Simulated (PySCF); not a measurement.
## Geometry relaxation of CH$_{5}$AlS (part 4 of 4)

CH$_{5}$AlS, SMILES C[S][AlH2]; MP2/STO-3G, RHF (PySCF 2.14.0). The geometry comes from this level: PBE0-D4/def2-TZVP.

Geometry of the input (Å):
```
C  -0.7246  1.0532  -0.5036
S  -1.0899  -0.4428  0.4698
Al 0.8597  -1.3724  0.6518
H  -1.3037  1.0209  -1.4256
H  0.3349  1.1253  -0.7475
H  -1.0201  1.9276  0.0747
H  2.0883  -0.6373  -0.0276
H  0.9476  -2.7318  1.4522
```

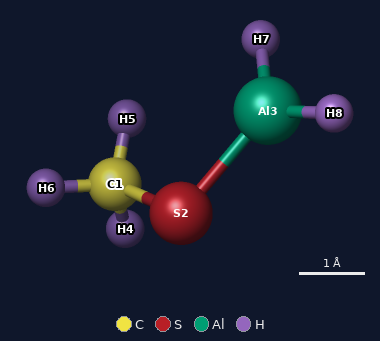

**Figure 1.** The geometry at step 14 of the log (ball-and-stick view, seen at a tilt; atoms are numbered from 1 in the order of the input).

### What the program printed, continued
```
Geometry optimization cycle 28
Cartesian coordinates (Angstrom)
 Atom        New coordinates             dX        dY        dZ
   C  -0.666544   1.072344  -0.390386    0.000072  0.000022  0.000079
   S  -0.930635  -0.247688   0.843030    0.000083  0.000081  0.000105
  Al   0.798841  -1.401003   0.549743   -0.000046 -0.000022 -0.000108
   H  -0.604963   0.690013  -1.426500    0.000787 -0.000035  0.000128
   H   0.250552   1.661783  -0.203313   -0.000322  0.000516  0.000507
   H  -1.517402   1.775161  -0.353644   -0.000293 -0.000422 -0.000376
   H   1.802411  -0.995440  -0.474011   -0.000358 -0.000351 -0.000535
   H   0.959939  -2.612470   1.399282    0.000078  0.000210  0.000199
converged SCF energy = -672.538325232572
E(RMP2_Scanner) = -672.64326491443  E_corr = -0.104939681858403
E(SCS-RMP2_Scanner) = -672.655836553649  E_corr = -0.117511321076962
--------------- RMP2_Scanner gradients ---------------
         x                y                z
0 C    -0.0000029310    -0.0000015359     0.0000016622
1 S     0.0000000503     0.0000035229     0.0000001106
2 Al     0.0000022076    -0.0000011138    -0.0000031713
3 H    -0.0000001970    -0.0000014661    -0.0000024581
4 H     0.0000018248     0.0000011299     0.0000012333
5 H     0.0000013651    -0.0000024740     0.0000010165
6 H    -0.0000004750     0.0000008910     0.0000015550
7 H    -0.0000018449     0.0000010460     0.0000000520
----------------------------------------------
cycle 28: E = -672.643264914  dE = -4.98119e-09  norm(grad) = 8.5804e-06
Step   27 : Displace = 5.390e-04/8.264e-04 (rms/max) Trust = 3.000e-01 (=) Grad = 3.034e-06/4.021e-06 (rms/max) E (change) = -672.6432649144 (-4.981e-09) Quality = 0.998
Hessian Eigenvalues: 1.36697e-03 1.76623e-02 4.99999e-02 ... 3.30453e-01 3.33254e-01 3.66081e-01

Geometry optimization cycle 29
Cartesian coordinates (Angstrom)
 Atom        New coordinates             dX        dY        dZ
   C  -0.666544   1.072354  -0.390380    0.000001  0.000010  0.000007
   S  -0.930658  -0.247717   0.842996   -0.000024 -0.000029 -0.000034
  Al   0.798837  -1.401011   0.549744   -0.000004 -0.000009  0.000001
   H  -0.604890   0.690050  -1.426496    0.000072  0.000037  0.000005
   H   0.250522   1.661815  -0.203248   -0.000030  0.000032  0.000065
   H  -1.517425   1.775149  -0.353673   -0.000022 -0.000012 -0.000029
   H   1.802364  -0.995501  -0.474078   -0.000047 -0.000061 -0.000068
   H   0.959993  -2.612440   1.399334    0.000054  0.000030  0.000052
converged SCF energy = -672.538325148832
E(RMP2_Scanner) = -672.643264915006  E_corr = -0.104939766174038
E(SCS-RMP2_Scanner) = -672.655836578932  E_corr = -0.117511430099459
--------------- RMP2_Scanner gradients ---------------
         x                y                z
0 C     0.0000003619    -0.0000004545     0.0000000030
1 S    -0.0000000361     0.0000006744     0.0000001196
2 Al     0.0000002450     0.0000005150    -0.0000007518
3 H     0.0000000659     0.0000000917     0.0000001634
4 H    -0.0000004215    -0.0000001739    -0.0000001989
5 H     0.0000000309    -0.0000003715     0.0000002721
6 H     0.0000003933     0.0000005402    -0.0000003557
7 H    -0.0000006394    -0.0000008214     0.0000007484
----------------------------------------------
cycle 29: E = -672.643264915  dE = -5.76165e-10  norm(grad) = 2.10118e-06
Step   28 : Displace = 6.481e-05/1.147e-04 (rms/max) Trust = 3.000e-01 (=) Grad = 7.429e-07/1.282e-06 (rms/max) E (change) = -672.6432649150 (-5.762e-10) Quality = 1.660
Hessian Eigenvalues: 1.37142e-03 1.39122e-02 4.99970e-02 ... 3.30440e-01 3.35279e-01 3.73690e-01

Geometry optimization cycle 30
Cartesian coordinates (Angstrom)
 Atom        New coordinates             dX        dY        dZ
   C  -0.666543   1.072356  -0.390378    0.000000  0.000002  0.000002
   S  -0.930674  -0.247731   0.842979   -0.000016 -0.000014 -0.000017
  Al   0.798831  -1.401014   0.549744   -0.000006 -0.000003 -0.000000
   H  -0.604873   0.690063  -1.426498    0.000017  0.000013 -0.000002
   H   0.250521   1.661815  -0.203223   -0.000002 -0.000000  0.000025
   H  -1.517424   1.775152  -0.353677    0.000000  0.000003 -0.000005
   H   1.802343  -0.995518  -0.474097   -0.000021 -0.000018 -0.000019
   H   0.960020  -2.612423   1.399351    0.000027  0.000017  0.000016
converged SCF energy = -672.538325164153
E(RMP2_Scanner) = -672.643264915095  E_corr = -0.104939750942725
E(SCS-RMP2_Scanner) = -672.655836575484  E_corr = -0.117511411331891
--------------- RMP2_Scanner gradients ---------------
         x                y                z
0 C    -0.0000001521     0.0000000159     0.0000002043
1 S    -0.0000000227     0.0000000165    -0.0000003699
2 Al     0.0000002919    -0.0000002295     0.0000002145
3 H     0.0000000052    -0.0000000721    -0.0000000694
4 H     0.0000001424     0.0000000574     0.0000001468
5 H    -0.0000000107    -0.0000000067    -0.0000000275
6 H    -0.0000002785    -0.0000001259     0.0000001628
7 H     0.0000000245     0.0000003445    -0.0000002616
----------------------------------------------
cycle 30: E = -672.643264915  dE = -8.90168e-11  norm(grad) = 8.66209e-07
```

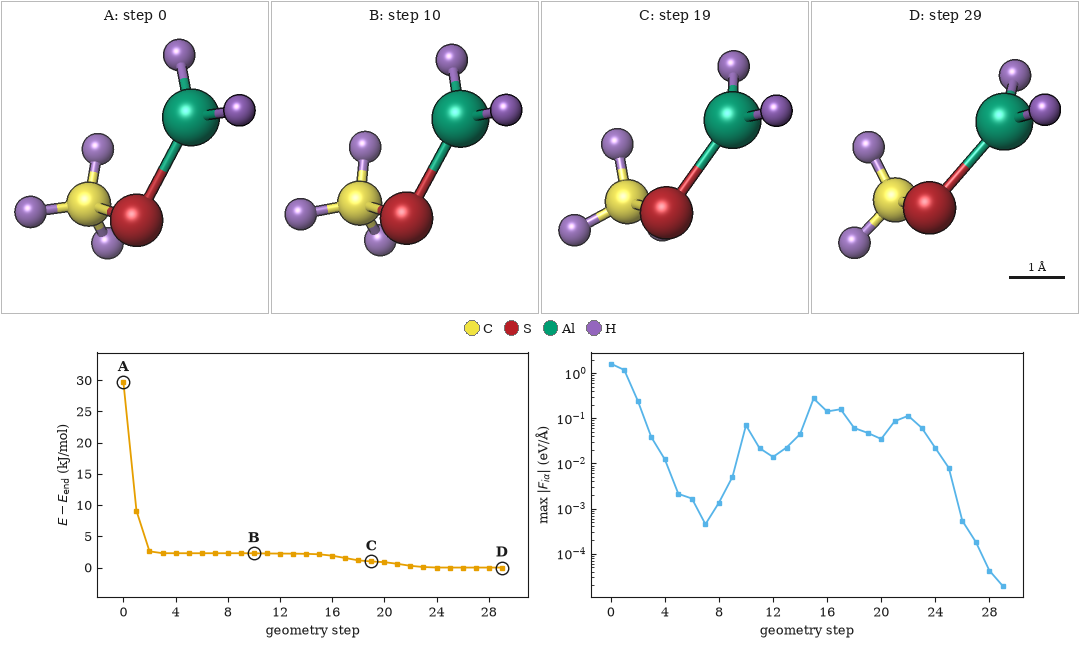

**Figure 2.** Frames of the relaxation (ball-and-stick view, seen at a tilt) above the curves, on which the letters mark them (steps are counted from 0).

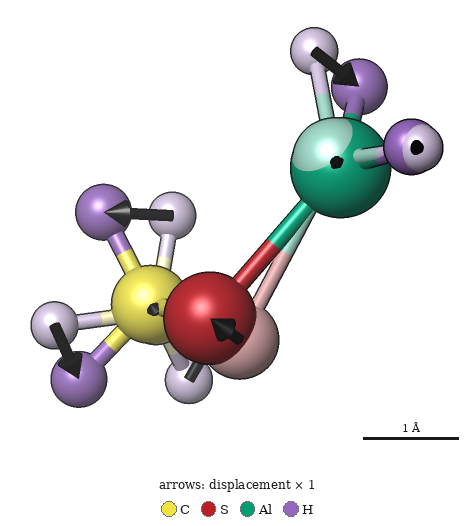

**Figure 3.** Start (faint) and end (solid) with the displacements as black arrows, at true length (ball-and-stick view, seen at a tilt). The two geometries are laid on each other by the best rigid fit. After 29 geometry steps the energy has fallen by 29.7 kJ/mol. Largest force component: 1.6 eV/Å at the start, under 0.0001 eV/Å at the end. The largest moves after the best rigid fit, 0.77 Å, are those of H4 and H5. Largest moves by element: H 0.77 Å, S 0.45 Å, C 0.13 Å, Al 0.12 Å. Among the contacts that change: Al3–H7 1.585 → 1.490 Å, S2–Al3 2.168 → 2.099 Å, C1–H4 1.089 → 1.106 Å, C1–H6 1.089 → 1.104 Å. Among the angles that change: S2–C1–H4 108.7° → 113.0°, S2–Al3–H7 117.5° → 120.1°, H7–Al3–H8 125.0° → 122.7°. (Atoms are counted from 1 in the order of the input.)

```
Step   29 : Displace = 2.311e-05/3.717e-05 (rms/max) Trust = 3.000e-01 (=) Grad = 3.063e-07/4.332e-07 (rms/max) E (change) = -672.6432649151 (-8.902e-11) Quality = 1.925
Hessian Eigenvalues: 1.37142e-03 1.39122e-02 4.99970e-02 ... 3.30440e-01 3.35279e-01 3.73690e-01
Converged! =D

converged: True
C          -0.66654324        1.07235624       -0.39037820
S          -0.93067438       -0.24773079        0.84297903
Al          0.79883131       -1.40101403        0.54974387
H          -0.60487315        0.69006337       -1.42649755
H           0.25052056        1.66181497       -0.20322344
H          -1.51742429        1.77515208       -0.35367746
H           1.80234262       -0.99551829       -0.47409707
H           0.96001964       -2.61242338        1.39935068
converged SCF energy = -672.538325164155
E(RMP2) = -672.643264913876  E_corr = -0.104939749721331
E(SCS-RMP2) = -672.655836574389  E_corr = -0.117511410234239
E(MP2) = -672.643264914
```

### Trajectory as extended XYZ (Å, eV, eV/Å), 13 of the 30 frames kept, from step=0 to step=29
```
8
Properties=species:S:1:pos:R:3:forces:R:3 step=0 energy=-18303.24789
C    -0.7246    1.0532   -0.5036   -0.0579  -0.9775   0.5977
S    -1.0899   -0.4428    0.4698    1.1616  -1.0255   0.3935
Al    0.8597   -1.3724    0.6518    0.1744   0.0545  -0.0670
H    -1.3037    1.0209   -1.4256   -0.2261   0.2740  -0.6138
H     0.3349    1.1253   -0.7475    0.5364   0.2946  -0.2789
H    -1.0201    1.9276    0.0747   -0.0946   0.6988   0.0891
H     2.0883   -0.6373   -0.0276   -1.4364  -0.9633   0.8566
H     0.9476   -2.7318    1.4522   -0.0574   1.6443  -0.9771
8
Properties=species:S:1:pos:R:3:forces:R:3 step=2 energy=-18303.52879
C    -0.7098    1.0143   -0.4829   -0.0172   0.0198  -0.0083
S    -1.0659   -0.4918    0.4944   -0.0315   0.1032  -0.0559
Al    0.8385   -1.3477    0.6407    0.2454  -0.1418   0.0376
H    -1.2858    1.0168   -1.4280    0.0185  -0.0155   0.0438
H     0.3576    1.1254   -0.7510   -0.0397  -0.0174   0.0181
H    -1.0028    1.9244    0.0745    0.0080  -0.0485  -0.0106
H     2.0089   -0.6609    0.0007   -0.1805  -0.1232   0.1091
H     0.9514   -2.6379    1.3958   -0.0030   0.2233  -0.1338
8
Properties=species:S:1:pos:R:3:forces:R:3 step=5 energy=-18303.53191
C    -0.7110    1.0161   -0.4837    0.0001   0.0016  -0.0011
S    -1.0631   -0.4886    0.4922   -0.0008   0.0021  -0.0006
Al    0.8417   -1.3494    0.6410    0.0011  -0.0016   0.0004
H    -1.2874    1.0161   -1.4270    0.0007  -0.0001   0.0008
H     0.3553    1.1281   -0.7515   -0.0013  -0.0001   0.0005
H    -1.0056    1.9236    0.0748    0.0001  -0.0009  -0.0005
H     2.0088   -0.6732    0.0075   -0.0010   0.0007  -0.0002
H     0.9535   -2.6301    1.3909    0.0012  -0.0018   0.0008
8
Properties=species:S:1:pos:R:3:forces:R:3 step=7 energy=-18303.53191
C    -0.7109    1.0162   -0.4837    0.0000  -0.0003   0.0000
S    -1.0632   -0.4884    0.4924    0.0003   0.0002   0.0004
Al    0.8416   -1.3497    0.6411   -0.0004   0.0002  -0.0004
H    -1.2870    1.0160   -1.4272    0.0001  -0.0001  -0.0002
H     0.3554    1.1283   -0.7511    0.0002   0.0001   0.0001
H    -1.0058    1.9237    0.0746   -0.0002   0.0000   0.0001
H     2.0082   -0.6731    0.0072    0.0000  -0.0002   0.0001
H     0.9540   -2.6304    1.3910    0.0001   0.0000  -0.0001
8
Properties=species:S:1:pos:R:3:forces:R:3 step=10 energy=-18303.53198
C    -0.7091    1.0212   -0.4750   -0.0126  -0.0080   0.0044
S    -1.0581   -0.4664    0.5308   -0.0203   0.0655  -0.0274
Al    0.8357   -1.3540    0.6325    0.0702  -0.0190  -0.0103
H    -1.2410    0.9800   -1.4437    0.0008  -0.0130   0.0049
H     0.3641    1.1624   -0.6981    0.0000  -0.0108   0.0108
H    -1.0575    1.9327    0.0445   -0.0041  -0.0116   0.0078
H     1.9995   -0.7018   -0.0306   -0.0087   0.0244  -0.0124
H     0.9586   -2.6314    1.3838   -0.0253  -0.0275   0.0224
8
Properties=species:S:1:pos:R:3:forces:R:3 step=12 energy=-18303.53245
C    -0.7088    1.0220   -0.4742    0.0000  -0.0006  -0.0026
S    -1.0548   -0.4622    0.5339    0.0088  -0.0112   0.0140
Al    0.8391   -1.3554    0.6311   -0.0041  -0.0033  -0.0036
H    -1.2362    0.9741   -1.4448    0.0032   0.0025  -0.0042
H     0.3650    1.1660   -0.6916    0.0013   0.0054   0.0004
H    -1.0640    1.9324    0.0421   -0.0026   0.0023  -0.0031
H     1.9990   -0.7007   -0.0377   -0.0041   0.0002   0.0013
H     0.9530   -2.6335    1.3854   -0.0025   0.0046  -0.0023
8
Properties=species:S:1:pos:R:3:forces:R:3 step=14 energy=-18303.53289
C    -0.7084    1.0247   -0.4691    0.0010  -0.0056  -0.0009
S    -1.0456   -0.4515    0.5555    0.0095   0.0373  -0.0131
Al    0.8426   -1.3585    0.6250   -0.0448   0.0075  -0.0026
H    -1.2109    0.9533   -1.4516    0.0019  -0.0086   0.0003
H     0.3668    1.1906   -0.6640    0.0007  -0.0040   0.0087
H    -1.0953    1.9345    0.0250   -0.0061  -0.0066   0.0045
H     1.9990   -0.7167   -0.0608    0.0095  -0.0011  -0.0013
H     0.9441   -2.6336    1.3842    0.0281  -0.0189   0.0045
8
Properties=species:S:1:pos:R:3:forces:R:3 step=17 energy=-18303.53981
C    -0.6968    1.0451   -0.4315    0.0127   0.0000  -0.0121
S    -0.9866   -0.3629    0.6998   -0.0066   0.1598  -0.0742
Al    0.8428   -1.3785    0.5826   -0.1491   0.0232   0.0178
H    -0.9831    0.8099   -1.4744    0.0073  -0.0300   0.0159
H     0.3551    1.3864   -0.4542   -0.0130  -0.0235   0.0313
H    -1.3106    1.9092   -0.1191   -0.0129  -0.0348   0.0205
H     1.9579   -0.8392   -0.2421    0.0416  -0.0073  -0.0100
H     0.9133   -2.6274    1.3829    0.1199  -0.0875   0.0108
8
Properties=species:S:1:pos:R:3:forces:R:3 step=19 energy=-18303.54558
C    -0.6909    1.0482   -0.4291   -0.0015  -0.0033  -0.0101
S    -0.9981   -0.3400    0.7154    0.0163  -0.0334   0.0477
Al    0.8206   -1.3789    0.5850    0.0012  -0.0238  -0.0139
H    -0.9454    0.7905   -1.4743    0.0115   0.0080  -0.0108
H     0.3576    1.3974   -0.4235    0.0037   0.0211   0.0016
H    -1.3245    1.9062   -0.1429   -0.0067   0.0088  -0.0154
H     1.9259   -0.8452   -0.2608   -0.0156   0.0032   0.0076
H     0.9471   -2.6355    1.3743   -0.0088   0.0195  -0.0066
8
Properties=species:S:1:pos:R:3:forces:R:3 step=22 energy=-18303.55280
C    -0.6654    1.0671   -0.3935   -0.0552  -0.0030   0.0254
S    -0.9441   -0.2442    0.8520    0.0266   0.0773  -0.0966
Al    0.7859   -1.3947    0.5574    0.1143  -0.0165  -0.0281
H    -0.6394    0.6817   -1.4306    0.0030  -0.0213   0.0280
H     0.2716    1.6329   -0.2322   -0.0002  -0.0297   0.0276
H    -1.4947    1.7947   -0.3421   -0.0003  -0.0101   0.0126
H     1.8095   -0.9696   -0.4370   -0.0196   0.0423  -0.0412
H     0.9688   -2.6252    1.3701   -0.0686  -0.0390   0.0723
8
Properties=species:S:1:pos:R:3:forces:R:3 step=24 energy=-18303.55563
C    -0.6669    1.0721   -0.3904    0.0048   0.0041  -0.0043
S    -0.9309   -0.2488    0.8417   -0.0049  -0.0073   0.0014
Al    0.7982   -1.4020    0.5470    0.0077   0.0070   0.0221
H    -0.6075    0.6905   -1.4269   -0.0006   0.0041   0.0001
H     0.2517    1.6595   -0.2039   -0.0026   0.0006  -0.0031
H    -1.5164    1.7764   -0.3514   -0.0003   0.0008  -0.0019
H     1.8049   -0.9942   -0.4728   -0.0051  -0.0048  -0.0046
H     0.9591   -2.6106    1.4008    0.0009  -0.0045  -0.0098
8
Properties=species:S:1:pos:R:3:forces:R:3 step=27 energy=-18303.55569
C    -0.6665    1.0723   -0.3904    0.0002   0.0001  -0.0001
S    -0.9306   -0.2477    0.8430    0.0000  -0.0002   0.0000
Al    0.7988   -1.4010    0.5497   -0.0001   0.0001   0.0002
H    -0.6050    0.6900   -1.4265    0.0000   0.0001   0.0001
H     0.2506    1.6618   -0.2033   -0.0001  -0.0001  -0.0001
H    -1.5174    1.7752   -0.3536   -0.0001   0.0001  -0.0001
H     1.8024   -0.9954   -0.4740    0.0000   0.0000  -0.0001
H     0.9599   -2.6125    1.3993    0.0001  -0.0001   0.0000
8
Properties=species:S:1:pos:R:3:forces:R:3 step=29 energy=-18303.55569
C    -0.6665    1.0724   -0.3904    0.0000   0.0000   0.0000
S    -0.9307   -0.2477    0.8430    0.0000   0.0000   0.0000
Al    0.7988   -1.4010    0.5497    0.0000   0.0000   0.0000
H    -0.6049    0.6901   -1.4265    0.0000   0.0000   0.0000
H     0.2505    1.6618   -0.2032    0.0000   0.0000   0.0000
H    -1.5174    1.7752   -0.3537    0.0000   0.0000   0.0000
H     1.8023   -0.9955   -0.4741    0.0000   0.0000   0.0000
H     0.9600   -2.6124    1.3994    0.0000   0.0000   0.0000
```

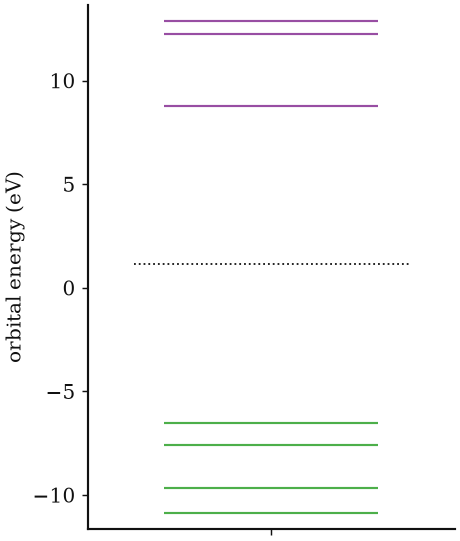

**Figure 4.** Orbital energies near the frontier (SCF reference); the dotted line parts filled from empty levels, and levels within 0.02 eV of each other stand side by side. Highest filled −6.52 eV, lowest empty 8.79 eV, 15.31 eV apart.

### Results in brief

```tsv
quantity	value
outcome	converged
total energy	−672.643265 hartree
SCF energy	−672.538325 hartree
correlation energy	−0.104940 hartree
basis functions	28
HOMO of the SCF reference	−6.52 eV
LUMO of the SCF reference	8.79 eV
hardware	1 thread of Arm Neoverse V2, 24 GiB of memory available, shared host
wall time	21 s
peak memory	0.14 GiB
```
